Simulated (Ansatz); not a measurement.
# A thicker film of HfO2 (110) from two thinner ones

In a field along its normal an insulating film takes a dipole p. Written as a length, p/(ε₀AE), it should grow by 1 − 1/ε for each ångström added.

Set-up. Ansatz 0.2.0, plane waves with PAW datasets (its set soft_2), PBE; fluorite films relaxed at a bulk in-plane lattice constant near the measured one, then held in weak fields of both signs with a dipole correction (A is the cell's area, E the outer field).

| run | distance between the outer atoms (Å) | p/(ε₀AE) (Å) |
| --- | --- | --- |
| 4 units | 5.567 | 6.249 |
| 6 units | 9.161 | 9.228 |
| 9 units | 14.547 | ? |

**Question.** What value belongs in the row marked “?”, and how far can the other rows tell?

Two rows fix a line: slope = (9.228 − 6.249) / (9.161 − 5.567) = 0.8289, intercept 1.6345. That slope means ε = 1/(1 − 0.8289) = 5.84. At 14.547 it gives 0.8289 × 14.547 + 1.6345 = 13.693 Å, beyond the rows fitted. Rounding of the rows alone allows about ±0.004 Å there; two rows can't show whether the line holds.

The run itself gives 13.671 Å: a miss of −0.022 Å, or 0.2 % of the value. The length is met to within 1 %, though ε is more sensitive than the length: the two thickest films give ε = 5.71.

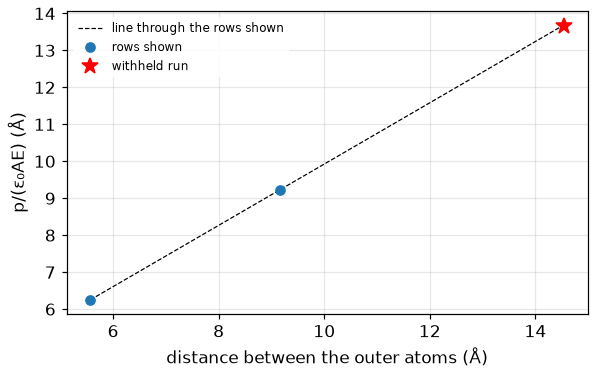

The fit and the withheld run.

**Limits.** This is the electronic response alone. A unit is one step of the cut along the normal (a plane, a pair of planes or a cell), and the layers relax along it, away from their bulk spacing where the functional's lattice constant differs from the one held.
